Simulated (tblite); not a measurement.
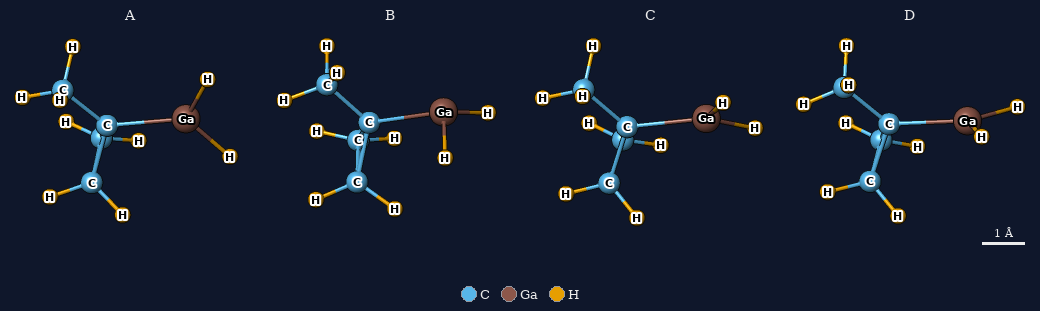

4 geometries from one relaxation of C₄H₉Ga, in shuffled order. The picture is a ball-and-stick view, seen from a free direction.

Computed with GFN2-xTB geometry optimisation, gas phase (tblite). 

Order the frames from highest to lowest energy.

B, D, C, A. They are steps 0, 33, 60, 94, at +21.7 kcal/mol, +2.70 kcal/mol, +0.95 kcal/mol relative to the last. After 94 geometry steps the energy has fallen by 21.7 kcal/mol. The atom that moves furthest after the best rigid fit is an H atom (1.98 Å). Largest moves by element: H 1.98 Å, Ga 0.29 Å, C 0.22 Å. Near-neighbour distances that change, for instance: Ga–H 1.498 → 1.587 Å, C–H 1.128 → 1.087 Å, C–C 1.523 → 1.491 Å, C–C 1.489 → 1.517 Å. Bond angles that change, for instance: C–Ga–H 103.4° → 126.0°, Ga–C–C 127.9° → 113.9°, C–C–Ga 111.2° → 119.3°. Groups turn about C–C by about 30°.
